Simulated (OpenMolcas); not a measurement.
# C2H7NSi (SMILES C=N[SiH2]C) at 6 levels

We compute a comparison of 6 runs (HF/STO-3G, HF/6-31G*, M06-2X/6-31G*, M06-L/6-31G*, SVWN5/6-31G*, r2SCAN/6-31G*) of C2H7NSi. 

The results are computed with OpenMolcas 26.06.

1 further run of the same task is left out (set aside as unsound or not needed).

## 1. Starting point

C2H7NSi has 11 atoms, charge 0, and is taken as a singlet. SMILES: `C=N[SiH2]C`. The coordinates come from a PBE0-D4/def2-TZVP relaxation. This is one conformer, not always the lowest.

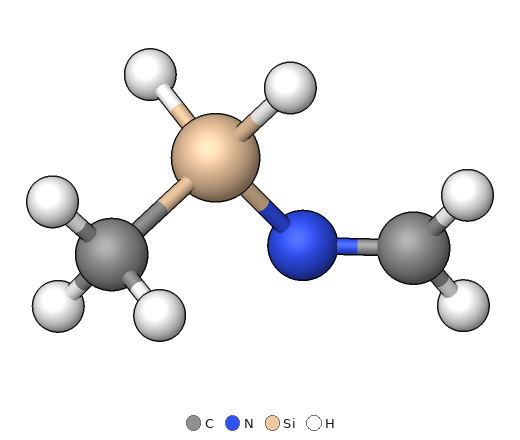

The structure, seen from a chosen angle (carbon grey, nitrogen blue, silicon light orange, hydrogen white).

## 2. Energy and gradient at HF/STO-3G (run 1)

mol.input reads:

```
&GATEWAY
 BasLib
 $CurrDir
 Coord
 11
 angstrom
 C       -0.763200       2.027200       0.389900
 N       -0.749500       1.001600      -0.336400
 Si      -0.379200      -0.602800       0.247400
 C        1.068600      -1.271000      -0.713200
 H       -0.997700       3.009000      -0.039500
 H       -0.550300       2.023600       1.471900
 H       -0.075100      -0.581600       1.713400
 H       -1.590400      -1.434700       0.023400
 H        0.849500      -1.270200      -1.783000
 H        1.292800      -2.296000      -0.407900
 H        1.959900      -0.662200      -0.545500
 Basis
 STO-3G
 Group
 NoSym

&SEWARD

&SCF
 Thresholds
 1e-10 1e-07 1e-07 1e-05
 PrOrbitals
 1 1

&ALASKA
```

The basis set STO-3G is read from a file made from the Basis Set Exchange's data (not shown).

Started as:

```console
$ export MOLCAS_MEM=1860
$ pymolcas mol.input > mol.log
```

Standard output:

```text
--- Start Module: gateway ---
[...]
--- Stop Module: gateway /rc=_RC_ALL_IS_WELL_ ---
[...]
      Basis functions           31
[...]
--- Start Module: scf ---
[...]
       Convergence after  13 Iterations
[...]
::    Total SCF energy                               -418.2141845212
[...]
      Total spin, S                                     0.0000000000
[...]
      Total electronic charge=   40.000000
      Total            charge=   -0.000000
[...]
      Dipole Moment (debye):
      Origin of the operator (angstrom)=   -0.2265    0.0686   -0.0169
                   X=  5.0103E-01               Y= -5.6242E-01               Z=  1.1696E+00           Total=  1.3911E+00
      Quadrupole Moment (debye*angstrom):
[...]
--- Stop Module: scf /rc=_RC_ALL_IS_WELL_ ---
--- Start Module: alaska ---
[...]
 *              Molecular gradients               *
 **************************************************
  Irreducible representation: a
 ------------------------------------------------------------------------------------------
                              X                       Y                       Z
 ------------------------------------------------------------------------------------------
  C1               -1.54270780816002E-03   -1.18910926610738E-03   -9.08579205053073E-03
  N2                4.09008739407080E-03   -1.15959386795468E-02    1.57206945514012E-02
  SI3               1.56890968312489E-02    3.38714226206847E-02   -3.71170123274842E-02
  C4               -3.05971805306982E-03    9.27929959272156E-04    1.69087031615822E-03
  H5               -8.94991307214266E-04    2.36746718267389E-03   -4.12178983753431E-03
  H6                1.53973177329081E-03   -4.58497824445536E-03    5.11796378557738E-03
  H7                6.86949375353552E-03    9.02987704646252E-05    3.48937372411298E-02
  H8               -2.66908139457644E-02   -1.80488694167358E-02   -4.76902715022054E-03
[...]
--- Stop Module: alaska /rc=_RC_ALL_IS_WELL_ ---
[...]
```

Run time: 2.1 s. Hardware: 1 thread of Intel Xeon Platinum 8375C at 2.90GHz (Ice Lake), shared host; peak memory 0.37 GiB.

## 3. Energy and forces at HF/6-31G(d) (spherical functions) (run 2)

coord.xyz reads:

```xyz
11

C     -0.763200     2.027200     0.389900
N     -0.749500     1.001600    -0.336400
Si    -0.379200    -0.602800     0.247400
C      1.068600    -1.271000    -0.713200
H     -0.997700     3.009000    -0.039500
H     -0.550300     2.023600     1.471900
H     -0.075100    -0.581600     1.713400
H     -1.590400    -1.434700     0.023400
H      0.849500    -1.270200    -1.783000
H      1.292800    -2.296000    -0.407900
H      1.959900    -0.662200    -0.545500
```

test.input reads:

```
&GATEWAY
  BasLib=$CurrDir
  Coord=coord.xyz
  Basis=6-31Gs
  Group=NoSym

&SEWARD

&SCF
  Thresholds=1e-10 1e-07 1e-07 1e-05
  PrOrbitals=1 1

&ALASKA
```

The basis set 6-31G* is read from a file made from the Basis Set Exchange's data (not shown).

Started as:

```console
$ export MOLCAS_MEM=1860
$ pymolcas test.input > test.log
```

Standard output:

```text
--- Start Module: gateway ---
[...]
--- Stop Module: gateway /rc=_RC_ALL_IS_WELL_ ---
[...]
      Basis functions           74
[...]
--- Start Module: scf ---
[...]
       Convergence after  15 Iterations
[...]
::    Total SCF energy                               -423.1715125179
[...]
      Total spin, S                                     0.0000000000
[...]
      Total electronic charge=   40.000000
      Total            charge=   -0.000000
[...]
      Dipole Moment (debye):
      Origin of the operator (angstrom)=   -0.2265    0.0686   -0.0169
                   X=  7.2241E-01               Y=  5.5272E-01               Z=  1.1649E+00           Total=  1.4779E+00
      Quadrupole Moment (debye*angstrom):
[...]
--- Stop Module: scf /rc=_RC_ALL_IS_WELL_ ---
[...]
--- Start Module: alaska ---
[...]
 *              Molecular gradients               *
 **************************************************
  Irreducible representation: a
 ------------------------------------------------------------------------------------------
                              X                       Y                       Z
 ------------------------------------------------------------------------------------------
  C1                3.33483178079019E-04    3.43393105423750E-03    3.64012830194760E-03
  N2                1.55168712381304E-05   -1.39372528449657E-02   -9.75663846882568E-03
  SI3               8.41605530262601E-03    1.23487114143295E-03   -5.24284156948429E-03
  C4               -6.34461325451241E-03    3.90739895751935E-03    3.51087482999457E-03
  H5               -2.07102132894543E-03    8.23102195623004E-03   -4.46429335802989E-03
  H6                1.95842520335776E-03   -7.71112013465358E-04    9.60178978044812E-03
  H7                1.10220294817498E-03   -1.35276278916463E-04    4.66825225043710E-03
  H8               -3.95986629669087E-03   -1.61031970104997E-03   -1.41962486256714E-03
[...]
--- Stop Module: alaska /rc=_RC_ALL_IS_WELL_ ---
[...]
```

It took 6.3 s on 1 thread of Intel Xeon Platinum 8375C at 2.90GHz (Ice Lake), shared host; peak memory 0.43 GiB.

Run 3 isn't shown in full; the table further down has it.

## 4. Energy and gradient at M06-L/6-31G(d) (spherical functions) (run 4)

job.inp reads:

```
>>> EXPORT MOLCAS_PRINT=2

&GATEWAY
 BasLib=$CurrDir
 Coord
 11
 angstrom
 C       -0.763200       2.027200       0.389900
 N       -0.749500       1.001600      -0.336400
 Si      -0.379200      -0.602800       0.247400
 C        1.068600      -1.271000      -0.713200
 H       -0.997700       3.009000      -0.039500
 H       -0.550300       2.023600       1.471900
 H       -0.075100      -0.581600       1.713400
 H       -1.590400      -1.434700       0.023400
 H        0.849500      -1.270200      -1.783000
 H        1.292800      -2.296000      -0.407900
 H        1.959900      -0.662200      -0.545500
 Basis=6-31Gs
 Group=NoSym

&SEWARD
 GridInput
 Grid=UltraFine
 End of Grid

&SCF
 KSDFT=M06L
 Thresholds=1e-10 1e-07 1e-07 1e-05
 PrOrbitals=0

&ALASKA
```

The basis set 6-31G* is read from a file made from the Basis Set Exchange's data (not shown).

Started as:

```console
$ export MOLCAS_MEM=1860
$ pymolcas job.inp > job.log
```

Standard output:

```text
--- Start Module: gateway ---
[...]
--- Stop Module: gateway /rc=_RC_ALL_IS_WELL_ ---
[...]
      Basis functions           74
[...]
--- Start Module: scf ---
[...]
       Convergence after  16 Iterations
[...]
::    Total KS-DFT energy                            -424.6192958111
[...]
      Total spin, S                                     0.0000000000
[...]
      Total electronic charge=   40.000000
      Total            charge=   -0.000000
[...]
      Dipole Moment (debye):
      Origin of the operator (angstrom)=   -0.2265    0.0686   -0.0169
                   X=  7.9449E-01               Y=  1.9165E-01               Z=  7.2593E-01           Total=  1.0931E+00
      Quadrupole Moment (debye*angstrom):
[...]
--- Stop Module: scf /rc=_RC_ALL_IS_WELL_ ---
[...]
--- Start Module: alaska ---
[...]
 *              Molecular gradients               *
 **************************************************
  Irreducible representation: a
 ------------------------------------------------------------------------------------------
                              X                       Y                       Z
 ------------------------------------------------------------------------------------------
  C1               -8.94841113915357E-05   -3.32816220772081E-03   -3.14633447446599E-03
  N2                1.16746357986797E-03    5.24889585034538E-03    9.27977380717593E-03
  SI3               2.54368897054702E-03    3.96797174937369E-03   -4.51888057514260E-03
  C4                1.94577836464216E-03   -5.25025210479590E-04   -1.30112538492266E-03
  H5                5.92766314453819E-04   -3.64081950946948E-03    3.33633627632057E-04
  H6               -5.75767808921546E-04   -2.35438698247553E-03   -4.80541925139066E-03
  H7                4.26880449078682E-04    3.81243895283212E-04    1.71880043408290E-03
  H8               -2.09690872596546E-03   -1.37410638319357E-03   -2.66619191718998E-04
[...]
--- Stop Module: alaska /rc=_RC_ALL_IS_WELL_ ---
[...]
```

Wall time 45 s (1 thread of Intel Xeon Platinum 8375C at 2.90GHz (Ice Lake), shared host); peak memory 0.43 GiB.

Run 5 isn't shown in full; the table further down has it.

## 5. Energy and forces at r2SCAN/6-31G(d) (spherical functions) (run 6)

job.input reads:

```
&GATEWAY
 BasLib=$CurrDir
 Coord
 11
 angstrom
 C       -0.763200       2.027200       0.389900
 N       -0.749500       1.001600      -0.336400
 Si      -0.379200      -0.602800       0.247400
 C        1.068600      -1.271000      -0.713200
 H       -0.997700       3.009000      -0.039500
 H       -0.550300       2.023600       1.471900
 H       -0.075100      -0.581600       1.713400
 H       -1.590400      -1.434700       0.023400
 H        0.849500      -1.270200      -1.783000
 H        1.292800      -2.296000      -0.407900
 H        1.959900      -0.662200      -0.545500
 Basis=6-31Gs
 Group=NoSym

&SEWARD
 GridInput
 Grid=UltraFine
 End of Grid

&SCF
 KSDFT=2
 1.0 MGGA_X_R2SCAN
 1.0 MGGA_C_R2SCAN
 Thresholds=1e-10 1e-07 1e-07 1e-05
 PrOrbitals=1 1

&ALASKA
```

The basis set 6-31G* is read from a file made from the Basis Set Exchange's data (not shown).

Started as:

```console
$ export MOLCAS_MEM=1860
$ pymolcas job.input > job.log
```

Standard output:

```text
--- Start Module: gateway ---
[...]
--- Stop Module: gateway /rc=_RC_ALL_IS_WELL_ ---
[...]
      Basis functions           74
[...]
--- Start Module: scf ---
[...]
       Convergence after  15 Iterations
[...]
::    Total KS-DFT energy                            -424.5236441051
[...]
      Total spin, S                                     0.0000000000
[...]
      Total electronic charge=   40.000000
      Total            charge=   -0.000000
[...]
      Dipole Moment (debye):
      Origin of the operator (angstrom)=   -0.2265    0.0686   -0.0169
                   X=  8.2006E-01               Y=  2.5427E-01               Z=  7.7528E-01           Total=  1.1568E+00
      Quadrupole Moment (debye*angstrom):
[...]
--- Stop Module: scf /rc=_RC_ALL_IS_WELL_ ---
[...]
--- Start Module: alaska ---
[...]
 *              Molecular gradients               *
 **************************************************
  Irreducible representation: a
 ------------------------------------------------------------------------------------------
                              X                       Y                       Z
 ------------------------------------------------------------------------------------------
  C1               -1.19935386055037E-04   -9.72056622304507E-03   -8.07095768287525E-03
  N2                1.40092093974209E-03    9.71678165651002E-03    1.29660171202630E-02
  SI3               1.73799366981431E-03    1.02146231095013E-03   -2.65865614794070E-03
  C4                1.02823467114987E-04    5.02971856400691E-04   -5.17159748949503E-05
  H5                5.36528763729338E-04   -2.90905693239241E-03    8.07389778340495E-04
  H6               -4.74999117915709E-04   -1.54815543036191E-03   -3.86191065961139E-03
  H7               -3.16621259712879E-04    5.46910031544168E-04   -1.70476661890806E-03
  H8                7.88801793742966E-04    8.12210035909366E-04    2.00184715126506E-04
[...]
--- Stop Module: alaska /rc=_RC_ALL_IS_WELL_ ---
[...]
```

Run time: 44 s. Hardware: 1 thread of Intel Xeon Platinum 8375C at 2.90GHz (Ice Lake), shared host; peak memory 0.43 GiB.

## 6. Overview of the runs

| run | level | integration grid | energy (Eh) | dipole moment (D) | HOMO energy (eV) | LUMO energy (eV) | wall time |
| --- | --- | --- | --- | --- | --- | --- | --- |
| 1 | HF/STO-3G | – | -418.214185 | 1.39 | -7.98 | 8.34 | 2.1 s |
| 2 | HF/6-31G* (spherical functions) | – | -423.171513 | 1.48 | -10.48 | 3.84 | 6.3 s |
| 3 | M06-2X/6-31G* (spherical functions) | UltraFine | -424.544461 | 1.21 | -8.24 | 0.65 | 42 s |
| 4 | M06-L/6-31G* (spherical functions) | UltraFine | -424.619296 | 1.09 | -5.74 | -1.36 | 45 s |
| 5 | SVWN5/6-31G* (spherical functions) | UltraFine | -422.249772 | 1.12 | -5.44 | -1.74 | 25 s |
| 6 | r2SCAN/6-31G* (spherical functions) | UltraFine | -424.523644 | 1.16 | -5.72 | -1.39 | 44 s |

## 7. Outcome

| quantity | value |
| --- | --- |
| run 6: total energy | -424.52364 Eh |
| run 6: dipole moment | 1.16 D |
| run 6: HOMO energy | -5.72 eV |
| run 6: LUMO energy | -1.39 eV |
| run 6: HOMO–LUMO gap | 4.34 eV |
| run 6: largest force on an atom | 0.836 eV/Å |

The dipole moment (its size) runs from 1.09 D (M06-L/6-31G*) to 1.48 D (HF/6-31G*). The HOMO–LUMO gap runs from 3.69 eV (SVWN5/6-31G*) to 16.32 eV (HF/STO-3G). The two ends differ in method and basis. Totals of different functionals can't be ranked against each other. In run 1 the basis is minimal, so the values are rough. All runs together took 2.7 min, the longest 45 s.
